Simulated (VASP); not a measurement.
Band structure of Li$_{2}$O (antifluorite). Method: PBE GGA with D4 dispersion, VASP's PBE PAW potentials (set 64) (plane waves; VASP).

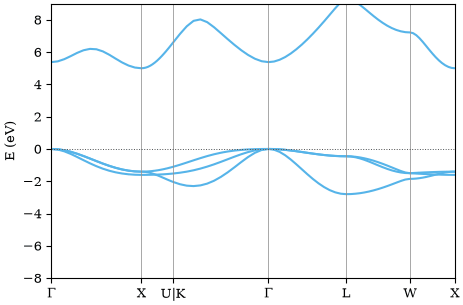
*Bands along high-symmetry lines, zero at the valence-band maximum or, without a gap, the Fermi level*

Problem. Read the plot: is there a gap, and where are the band edges?

Solution. The gap is indirect, 5.00 eV, from the valence maximum at Γ to the conduction minimum at X. (Edges off the drawn lines would not show.)

Measured: gap 8.00 eV (computed value off by -3.00 eV), as given by Das et al., (2018), arXiv:1807.05623.

The compound is Li2O in the antifluorite structure. It was relaxed first.
